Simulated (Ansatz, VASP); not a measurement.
# GaN: VASP beside Ansatz

Wanted: the spread between two codes on one cell, functional and k mesh. The cell is taken from a series of VASP runs on this material, whose earlier steps may have relaxed, scaled or displaced it; both programs get it as it stands. Valence electrons are named where the data sets of a main pair hold unlike numbers.

Main program and level: Ansatz 0.2.0; plane waves, with VASP 6.6.1 beside it; band structure at r2SCAN, single point at r2SCAN and band structure at r2SCAN, spin-orbit coupling.

## 1. Starting point

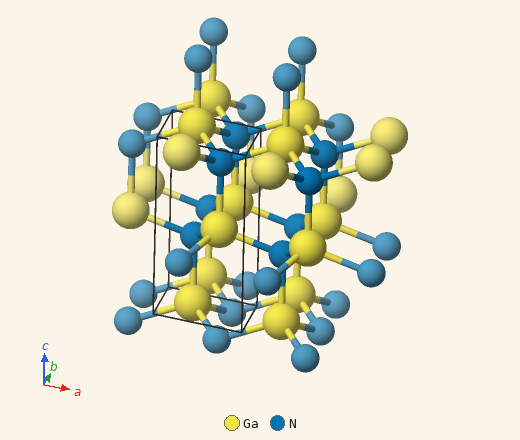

Start, viewed slightly off an axis; gallium yellow, nitrogen blue. 2×2×1 cells are drawn. Some periodic images of atoms are drawn too.

Structure file:

```cif
data_structure
_symmetry_space_group_name_H-M 'P 1'
_symmetry_Int_Tables_number 1
_cell_length_a 3.1889
_cell_length_b 3.1889
_cell_length_c 5.1941
_cell_angle_alpha 90.000
_cell_angle_beta 90.000
_cell_angle_gamma 120.000
_cell_volume 45.74
loop_
_atom_site_label
_atom_site_type_symbol
_atom_site_fract_x
_atom_site_fract_y
_atom_site_fract_z
_atom_site_occupancy
Ga1 Ga 0.33333 0.66667 0.99919 1
Ga2 Ga 0.66667 0.33333 0.49919 1
N3 N 0.33333 0.66667 0.37581 1
N4 N 0.66667 0.33333 0.87581 1
```

## 2. VASP: band structure, r2SCAN

The same path points are solved in both programs, so levels can be compared one by one.

Lines of VASP's logs that name or quote its potential files are left out, and so is its time.

File INCAR:

```
SYSTEM = GaN
PREC = Accurate
ENCUT = 520
EDIFF = 1E-06
NELM = 100
ISMEAR = 0
SIGMA = 0.05
LREAL = .FALSE.
ALGO = Normal
METAGGA = R2SCAN
LASPH = .TRUE.
NBANDS = 32
LORBIT = 11
LWAVE = .FALSE.
LCHARG = .FALSE.
KPAR = 4
```

File POSCAR:

```
GaN
1.0
    3.1888555310      0.0000000000      0.0000000000
   -1.5944277655      2.7616298988      0.0000000000
    0.0000000000      0.0000000000      5.1940668973
Ga N
2 2
Direct
    0.3333333333      0.6666666667      0.9991932276
    0.6666666667      0.3333333333      0.4991932276
    0.3333333333      0.6666666667      0.3758067724
    0.6666666667      0.3333333333      0.8758067724
```

File KPOINTS:

```
Automatic mesh
0
Gamma
7 7 4
0 0 0
```

File KPOINTS_OPT:

```
Line mode
16
Line-mode
Reciprocal
  0.00000000   0.00000000   0.00000000 GAMMA
  0.50000000   0.00000000   0.00000000 M

  0.50000000   0.00000000   0.00000000 M
  0.33333333   0.33333333   0.00000000 K

  0.33333333   0.33333333   0.00000000 K
  0.00000000   0.00000000   0.00000000 GAMMA

  0.00000000   0.00000000   0.00000000 GAMMA
  0.00000000   0.00000000   0.50000000 A

  0.00000000   0.00000000   0.50000000 A
  0.50000000   0.00000000   0.50000000 L

  0.50000000   0.00000000   0.50000000 L
  0.33333333   0.33333333   0.50000000 H

  0.33333333   0.33333333   0.50000000 H
  0.00000000   0.00000000   0.50000000 A

  0.50000000   0.00000000   0.50000000 L
  0.50000000   0.00000000   0.00000000 M

  0.33333333   0.33333333   0.00000000 K
  0.33333333   0.33333333   0.50000000 H
```

The projector-augmented-wave data sets are Ga_d and N (PBE family, release 64).

Run with:

```
$ mpirun -np 4 vasp_std
```

Numbers of over 12 decimals in the logs are rounded to 6 here.

The program printed:

```text
[banner, memory and clock lines left out]
running    4 mpi-ranks, on    1 nodes
 distrk:  each k-point on    1 cores,    4 groups
 distr:  one band on    1 cores,    1 groups

 POSCAR found type information on POSCAR GaN
 POSCAR found :  2 types and       4 ions
|                                                                             |
|               ----> ADVICE to this user running VASP <----                  |
|                                                                             |
|     You enforced a specific xc type in the INCAR file but a different       |
|     [... a line on the potential file left out ...]
|     I HOPE YOU KNOW WHAT YOU ARE DOING!                                     |
|                                                                             |

 LDA part: xc-table for (None), standard interpolation
 POSCAR, INCAR and KPOINTS ok, starting setup
 FFT: planning ... GRIDC
 FFT: planning ... GRID_SOFT
 FFT: planning ... GRID
 WAVECAR not read
 entering main loop
       N       E                     dE             d eps       ncg     rms          rms(c)
DAV:   1     0.285569068695E+03    0.28557E+03   -0.16502E+04  1912   0.214E+03
DAV:   2    -0.104068560560E+02   -0.29598E+03   -0.26994E+03  1560   0.521E+02
DAV:   3    -0.522668522554E+02   -0.41860E+02   -0.41213E+02  1800   0.133E+02
DAV:   4    -0.536307655851E+02   -0.13639E+01   -0.13625E+01  1760   0.268E+01
DAV:   5    -0.536525599172E+02   -0.21794E-01   -0.21794E-01  1912   0.336E+00    0.102E+01
DAV:   6    -0.436066042353E+02    0.10046E+02   -0.50028E+00  2504   0.409E+01    0.304E+00
DAV:   7    -0.438004525477E+02   -0.19385E+00   -0.14661E+00  1616   0.789E+00    0.263E+00
DAV:   8    -0.438200756764E+02   -0.19623E-01   -0.51659E-02  2304   0.383E+00    0.724E-01
DAV:   9    -0.438204892463E+02   -0.41357E-03   -0.24871E-02  2048   0.186E+00    0.158E-01
DAV:  10    -0.438206187962E+02   -0.12955E-03   -0.24428E-03  2064   0.385E-01    0.522E-02
DAV:  11    -0.438207676391E+02   -0.14884E-03   -0.23279E-04  1880   0.132E-01    0.177E-02
DAV:  12    -0.438207614619E+02    0.61772E-05   -0.40423E-05  1928   0.742E-02    0.100E-02
DAV:  13    -0.438207580202E+02    0.34417E-05   -0.46845E-06  1784   0.125E-02    0.961E-03
DAV:  14    -0.438207582727E+02   -0.25254E-06   -0.68857E-07  1296   0.764E-03
   1 F= -.43820758E+02 E0= -.43820758E+02  d E =-.188839E-15
 Start KPOINTS_OPT (optional k-point list driver)
k-point batch [1-24\144]
       N       E                     dE             ncg
DAV:   1     0.341081800509E+04   -0.19016E+05     1904
DAV:   2    -0.349081754102E+04   -0.69016E+04     1536
DAV:   3    -0.443944511154E+04   -0.94863E+03     1816
DAV:   4    -0.446899301723E+04   -0.29548E+02     1744
DAV:   5    -0.446941818521E+04   -0.42517E+00     1984
DAV:   6    -0.446943533899E+04   -0.17154E-01     2096
DAV:   7    -0.446943567699E+04   -0.33801E-03     2048
DAV:   8    -0.446943567980E+04   -0.28023E-05     1392
DAV:   9    -0.446943568009E+04   -0.28941E-06     1272
[...]
k-point batch [121-144\144]
       N       E                     dE             ncg
DAV:   1     0.336557594971E+04   -0.32900E+05     1904
DAV:   2    -0.363750641163E+04   -0.70031E+04     1560
DAV:   3    -0.461817772630E+04   -0.98067E+03     1800
DAV:   4    -0.464909272566E+04   -0.30915E+02     1792
DAV:   5    -0.464954537461E+04   -0.45265E+00     1936
DAV:   6    -0.464956198398E+04   -0.16609E-01     2136
DAV:   7    -0.464956229213E+04   -0.30815E-03     2024
DAV:   8    -0.464956229713E+04   -0.50006E-05     1424
DAV:   9    -0.464956229773E+04   -0.60543E-06     1264
```

Parts of OUTCAR (step 2):

```text
ion  position               nearest neighbor table
   1  0.333  0.667  0.999-   4 1.95   4 1.95   4 1.95   3 1.96
   2  0.667  0.333  0.499-   3 1.95   3 1.95   3 1.95   4 1.96
   3  0.333  0.667  0.376-   2 1.95   2 1.95   2 1.95   1 1.96
   4  0.667  0.333  0.876-   1 1.95   1 1.95   1 1.95   2 1.96

  LATTYP: Found a hexagonal cell.
 ALAT       =     3.1888555310
 C/A-ratio  =     1.6288185046

 Subroutine GETGRP returns: Found 12 space group operations
 (whereof  6 operations were pure point group operations)

The static configuration has the point symmetry C_3v.
 The point group associated with its full space group is C_6v.

 Found     24 irreducible k-points:

   k-points           NKPTS =     24   k-points in BZ     NKDIM =     24   number of bands    NBANDS=     32

   dimension x,y,z NGX =    24 NGY =   24 NGZ =   40
   dimension x,y,z NGXF=    48 NGYF=   48 NGZF=   80

   ENCUT  =  520.0 eV  38.22 Ry    6.18 a.u.   5.93  5.93  9.66*2*pi/ulx,y,z

   NELECT =      36.0000    total number of electrons

 k-points in reciprocal lattice and weights: Automatic mesh
   0.00000000  0.00000000  0.00000000       0.005
   0.14285714 -0.00000000  0.00000000       0.031
   0.28571429  0.00000000  0.00000000       0.031
   0.42857143 -0.00000000  0.00000000       0.031
   0.14285714  0.14285714  0.00000000       0.031
   0.28571429  0.14285714  0.00000000       0.061
   0.42857143  0.14285714  0.00000000       0.031
   0.28571429  0.28571429  0.00000000       0.031
   0.00000000  0.00000000  0.25000000       0.010
[...]
0.42857143  0.14285714  0.50000000       0.031
   0.28571429  0.28571429  0.50000000       0.031

 average (electrostatic) potential at core
       1 -68.2952       2 -68.2952       3 -64.9527       4 -64.9527

 E-fermi :   5.3073

 k-point     1 :       0.0000    0.0000    0.0000
  band No.  band energies     occupation
    ...
     14       3.9820      2.00000
     15       3.9820      2.00000
     16       5.0036      2.00000
     17       5.0425      2.00000
     18       5.0425      2.00000
     19       7.3451      0.00000
     20       9.8196      0.00000
     21      14.9650      0.00000
     22      15.5982      0.00000
     23      15.5982      0.00000
    ...

 k-point     2 :       0.1429   -0.0000    0.0000
  band No.  band energies     occupation
    ...
     14       2.6555      2.00000
     15       3.5808      2.00000
     16       3.6388      2.00000
     17       4.7931      2.00000
     18       4.8581      2.00000
     19       8.6096      0.00000
     20      10.8901      0.00000
     21      14.0994      0.00000
     22      14.7576      0.00000
     23      16.0900      0.00000
    ...

 k-point     3 :       0.2857    0.0000    0.0000
  band No.  band energies     occupation
    ...
     14       0.5013      2.00000
     15       1.6419      2.00000
     16       2.8228      2.00000
     17       4.1011      2.00000
     18       4.4172      2.00000
     19      10.0978      0.00000
     20      11.4725      0.00000
     21      12.6712      0.00000
     22      14.1496      0.00000
     23      15.9953      0.00000
    ...

  Total       -0.0035014     -0.0035014     -0.0355179      0.0000000      0.0000000      0.0000000
  in kB       -0.1226436     -0.1226436     -1.2440858      0.0000000      0.0000000      0.0000000
  external PRESSURE =      -0.4964576 kB  Pullay stress =       0.0000000 kB

  energy-cutoff  :      520.00
  volume of cell :       45.74
      direct lattice vectors                 reciprocal lattice vectors
     3.188855531  0.000000000  0.000000000     0.313592131  0.181052501  0.000000000
    -1.594427766  2.761629899  0.000000000     0.000000000  0.362105002  0.000000000
     0.000000000  0.000000000  5.194066897     0.000000000  0.000000000  0.192527362

 POSITION                                       TOTAL-FORCE (eV/Angst)
 -----------------------------------------------------------------------------------
     -0.00000      1.84109      5.18988        -0.000000     -0.000000     -0.003420
      1.59443      0.92054      2.59284         0.000000      0.000000     -0.003420
     -0.00000      1.84109      1.95197         0.000000      0.000000      0.003420
      1.59443      0.92054      4.54900         0.000000      0.000000      0.003420
 -----------------------------------------------------------------------------------
    total drift:                                0.000002      0.000004      0.035217

  FREE ENERGIE OF THE ION-ELECTRON SYSTEM (eV)
  ---------------------------------------------------
  free  energy   TOTEN  =       -43.8207582727 eV

  energy  without entropy=      -43.8207582727  energy(sigma->0) =      -43.82075827

 total charge
# of ion       s       p       d       tot
------------------------------------------
    1        0.754   0.875  10.190  11.819
    2        0.754   0.875  10.190  11.819
    3        1.232   2.544   0.000   3.776
    4        1.232   2.544   0.000   3.776
--------------------------------------------------
tot          3.970   6.839  20.381  31.190

[... 3 further parts left out ...]
```

Spin-orbit coupling is off here; it would split degenerate levels. The PAW data sets were made with PBE, which is usual practice but a small mismatch for other functionals.

## 3. Ansatz: band structure, r2SCAN

Ansatz runs on its default PAW (the set named soft_2) files.

The same cell, functional, mesh and smearing now go to Ansatz, which takes its cutoff from its data sets.

File input.yaml:

```yaml
crystal:
  lattice:
    - [3.188855531, 0.0, 0.0]
    - [-1.5944277655, 2.7616298988, 0.0]
    - [0.0, 0.0, 5.1940668973]
  atoms:
    - { symbol: Ga, position: [0.3333333333, 0.6666666667, 0.9991932276] }
    - { symbol: Ga, position: [0.6666666667, 0.3333333333, 0.4991932276] }
    - { symbol: "N", position: [0.3333333333, 0.6666666667, 0.3758067724] }
    - { symbol: "N", position: [0.6666666667, 0.3333333333, 0.8758067724] }
hamiltonian:
  xc: r2scan
  pseudopotentials: { kind: paw }
kpoints:
  mp_grid: { grid: [7, 7, 4] }
  band_path:
    path:
      - [0.0, 0.0, 0.0]
      - [0.13333, 0.0, 0.0]
      - [0.3, 0.0, 0.0]
      - [0.46667, 0.0, 0.0]
      - [0.46667, 0.06667, 0.0]
      - [0.41111, 0.17778, 0.0]
      - [0.35556, 0.28889, 0.0]
      - [0.28889, 0.28889, 0.0]
      - [0.17778, 0.17778, 0.0]
      - [0.06667, 0.06667, 0.0]
      - [0.0, 0.0, 0.03333]
      - [0.0, 0.0, 0.2]
      - [0.0, 0.0, 0.36667]
      - [0.0, 0.0, 0.5]
      - [0.16667, 0.0, 0.5]
      - [0.3, 0.0, 0.5]
      - [0.46667, 0.0, 0.5]
      - [0.46667, 0.06667, 0.5]
      - [0.41111, 0.17778, 0.5]
      - [0.35556, 0.28889, 0.5]
      - [0.28889, 0.28889, 0.5]
      - [0.17778, 0.17778, 0.5]
      - [0.06667, 0.06667, 0.5]
      - [0.5, 0.0, 0.46667]
      - [0.5, 0.0, 0.3]
      - [0.5, 0.0, 0.13333]
      - [0.33333, 0.33333, 0.0]
      - [0.33333, 0.33333, 0.16667]
      - [0.33333, 0.33333, 0.33333]
      - [0.33333, 0.33333, 0.5]
    npoints: 1
scf:
  occupations: { method: gaussian, width: 0.05 }
  n_extra_bands: 8
output:
  forces: true
  stress: true
  eigenvalues: true
```

Run with:

```
$ ansatz run input.yaml --threads 2 --pin off --max-ram 4608MiB --backend cpu --events-out ev --progress --plain --runs-dir out
```

The program printed:

```text
scf.n_extra_bands = 8 over 18 filled bands (N_el = 36.0): the run solves 26 bands
Engine: ansatz 0.2.0, aarch64-unknown-linux-gnu
Pseudopotentials: kind: paw
Pseudopotential: Ga, paw, valence charge 13, recommended cutoff 500 eV (meta_gga), Ga.paw.azcp
Pseudopotential: N, paw, valence charge 5, recommended cutoff 500 eV (meta_gga), N.paw.azcp
Functional definition: r2SCAN
  parameter k0 = 0.174
  parameter k1 = 0.065
  parameter a1 = 4.9479
  exchange = r2scan_x(k0 = k0, k1 = k1, a1 = a1)
  correlation = r2scan_c
Crystal: 4 atoms, lattice volume = 45.741 Å³
Basis set: ecut = 500 eV, 1141 PW (Γ), exchange–correlation on 96×96×160 points (64 copies of the dense FFT grid, shifted against one another)
Bands: 26, of which v1, the nominal top of the filled ones, is band 18 counted from 1 (17 counted from 0)
Symmetry: 12 space group operations
Space group: P63mc (ITA 186), of the structure as read, at distance tolerance 3.6e-5 Å
k-points: 24 of 196 (time reversal used)
Non-local potential: Ga, projectors of the file, l = 0: 2, l = 1: 2, l = 2: 3, l = 3: 1
Non-local potential: N, projectors of the file, l = 0: 2, l = 1: 2, l = 2: 1
PAW form: soft (Blöchl's): semilocal exchange-correlation on the pseudo side does not see the compensation charge
PAW frozen core: Ga, regenerated for the run's functional (the file was generated under x = pbe(κ = 0.804, μ = 0.219515), c = pbe(β = 0.066725))
PAW frozen core: N, regenerated for the run's functional (the file was generated under x = pbe(κ = 0.804, μ = 0.219515), c = pbe(β = 0.066725))
PAW one-centre angular grid: Ga, 590 points (default); XC on 160 Gauss nodes
PAW one-centre angular grid: N, 302 points (default); XC on 160 Gauss nodes
Initial density: superposition of atomic densities (neutral atoms: chi_scale 0, normalization atom), corrected by the library's trained network
Initial wavefunctions: pseudopotential atomic-orbital guess
Functional: x = r2scan, c = r2scan; τ floored in thin density (d = 2e-4 eV/Å³)
SCF iter   1: F=—  HF=-8352.710478 eV  |F-HF|=—  |Δ(HF+E_count)|=         —  Δρ=1.25e-2  dr2=2.68e-2  dr2_τ=1.88e-1  ethr=1.77e-3  ⟨swp⟩=5.0  Hψ=2486  notcnv=0  defer=17
preconditioner: auto → Resta (q_TF=auto, 2.622 Å⁻¹)  ε∞=3.7  [insulator: Δε(μ)=2.271 eV  Ē_g=19.912 eV  σ=0.050 eV  W_gap=1.00  n_scr=22 (ndim 8)  ℏωp=32.9 eV  f_vac=0.008  D(μ)=0.00/eV (n_scr^D=0)  ε∞_Penn≈3.7]
SCF iter   2: F=—  HF=-8352.772801 eV  |F-HF|=—  |Δ(HF+E_count)|=   6.23e-2  Δρ=5.77e-3  dr2=9.26e-3  dr2_τ=3.06e-4  ethr=7.44e-5  ⟨swp⟩=2.0  Hψ=1374  notcnv=0  defer=66
SCF iter   3: F=—  HF=-8352.772305 eV  |F-HF|=—  |Δ(HF+E_count)|=   4.96e-4  Δρ=3.63e-3  dr2=2.49e-3  dr2_τ=9.19e-5  ethr=2.57e-5  ⟨swp⟩=2.4  Hψ=954  notcnv=0  defer=66
SCF iter   4: F=—  HF=-8352.772346 eV  |F-HF|=—  |Δ(HF+E_count)|=   4.15e-5  Δρ=2.73e-4  dr2=1.90e-5  dr2_τ=1.04e-5  ethr=6.90e-6  ⟨swp⟩=1.7  Hψ=804  notcnv=0  defer=66
SCF iter   5: F=—  HF=-8352.772360 eV  |F-HF|=—  |Δ(HF+E_count)|=   1.38e-5  Δρ=1.33e-4  dr2=3.78e-6  dr2_τ=4.64e-7  ethr=5.27e-8  ⟨swp⟩=2.0  Hψ=968  notcnv=0  defer=66
SCF iter   6: F=—  HF=-8352.772365 eV  |F-HF|=—  |Δ(HF+E_count)|=   4.55e-6  Δρ=4.49e-5  dr2=9.35e-7  dr2_τ=4.27e-8  ethr=1.05e-8  ⟨swp⟩=2.6  Hψ=990  notcnv=0  defer=66
SCF iter   7: F=—  HF=-8352.772364 eV  |F-HF|=—  |Δ(HF+E_count)|=   1.06e-7  Δρ=1.54e-5  dr2=1.06e-7  dr2_τ=8.41e-9  ethr=2.60e-9  ⟨swp⟩=2.2  Hψ=892  notcnv=0  defer=66
SCF iter   8: F=-8352.772364 eV  HF=-8352.772364 eV  |F-HF|=1.56e-8  |Δ(HF+E_count)|=   1.53e-8  Δρ=7.72e-6  dr2=2.65e-8  dr2_τ=5.34e-10  ethr=2.78e-10  ⟨swp⟩=7.3  Hψ=2308  notcnv=0
SCF 1 converged in 8 iterations: F = -8352.772364 eV  dr2 = 2.65e-8
  greatest PAW one-centre occupation: 0.995 electrons in one spin orbital (limit 2), on the Ga atom at site 1 (counted from 0), in its partial waves of l = 2
NSCF: frozen V_eff on 30 k-points
SCF converged after 8 iterations
Free energy (F): -8352.772364 eV
Harris-Foulkes:  -8352.772364 eV  (|F-HF|=1.56e-8)
Internal energy: -8352.772364 eV  (E = F + TS)
E sigma→0 (E₀):  -8352.772364 eV
Fermi energy:    10.558115 eV
--- Per-component energies (eV) ---
  E_band       = -32.391570
  E_kinetic    = 493.887778
  E_local      = -3912.822288  (includes V_loc(G=0)·N_el)
  E_nonlocal   = 952.945997
  E_hartree    = 1804.980435
  E_xc         = -243.361855
  E_vxc        = -287.007451  (∫ρ·V_xc dr)
  E_paw        = -4274.815119  (= ΣΔE_a)
  E_vpaw       = -905.032613  (= ΣTr[D̂ρ^β])
  E_aug_tail   = -0.000039  (compensation charges beyond the density's cutoff)
  E_vtau       = 15.673158  (kinetic-family band-sum trace: ∫τ·v_τ [+ j·A + Jᵃ·Aᵃ] dr)
  E_ewald      = -3172.222003
  E_core_change = -1.365269  (= ΣΔE_core)
  E_smearing   = -0.000000  (= −TS)
  E_closure    = 0.000000  (closes the sum)
  Σ components = -8352.772364   (vs F -8352.772364, Δ=0.00e0)
--- Forces (eV/Å), atoms counted from 1 ---
  atom   1  Ga     0.00000000     0.00000000    -0.00889662
  atom   2  Ga    -0.00000000    -0.00000000    -0.00889662
  atom   3  N     -0.00000000     0.00000000     0.00891099
  atom   4  N      0.00000000    -0.00000000     0.00891099
  max |Σ_I F_I| component: 2.87e-5 eV/Å
--- Stress (GPa, compression-positive) ---
       -1.101135       0.000000      -0.000000
        0.000000      -1.101135       0.000000
       -0.000000       0.000000      -1.109905
  P = ⅓ Tr σ = -1.1041 GPa (-11.041 kbar)
--- Band table (eV; the first three rows and the last of 24) ---
  k-point 0: bands = [... 14 lower, 8.3425, 9.3641, 9.4029, 9.4029, 11.7125, 14.2008, 19.3356, 19.9689, ... 4 higher]
  k-point 1: bands = [... 14 lower, 8.4913, 8.4913, 9.2412, 9.2412, 12.9253, 14.3019, 18.9178, 19.6464, ... 4 higher]
  k-point 2: bands = [... 14 lower, 8.8597, 8.8597, 8.8597, 8.8597, 14.1447, 14.1447, 18.5654, 18.5654, ... 4 higher]
  k-point 23: bands = [... 14 lower, 5.4523, 5.4523, 7.8313, 7.8313, 16.0432, 16.0432, 17.6950, 17.6950, ... 4 higher]
```

Run time: 6 s. Hardware: 2 threads of Arm Neoverse V1, shared host; peak memory 0.39 GiB.

[end of part 1 of 3]

[Lines on the potential files, build, host, timing and source positions are cut from VASP's logs without a mark.]

[Logs are printed without paths, hosts, clocks, repeated set-up lines and the standing remarks that a program may print on its own settings, such as how far it seeks lower states.]

[Hosts, paths, dates, database ids (printed as entryN), source tags and the programs' standing remarks are cut or masked in the printed files.]
